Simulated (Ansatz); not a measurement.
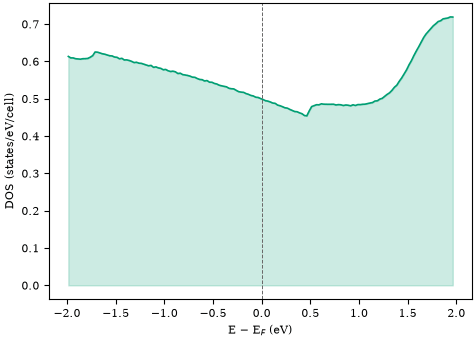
Fig. 1. Density of states of AuCd (Pm-3m) near the Fermi level, PBEsol, rigid bands run with Ansatz (a quantum-chemistry and plane-wave program).

Task: With 2 atoms a cell, what bare Sommerfeld coefficient γ = (π²/3) k_B² N(E_F) follows?

Result: N(E_F) ≈ 0.50 states/eV a cell at 300 K, so γ ≈ 0.59 mJ/(mol of atoms·K²), before electron-phonon enhancement.

Task: How far does the Fermi level move in a rigid band for 0.1 electron a cell added or removed?

Result: 204 meV and -197 meV.

A metal at this level (no band gap); rigid bands, thermally averaged at 300 K, both spins. Spin-orbit coupling is left out, which matters with elements this heavy. Geometry: cell and atoms relaxed with PBEsol.

Formula and space group known from diffraction (Crystallography Open Database), not checked to be the room-temperature form: AuCd (Pm-3m).
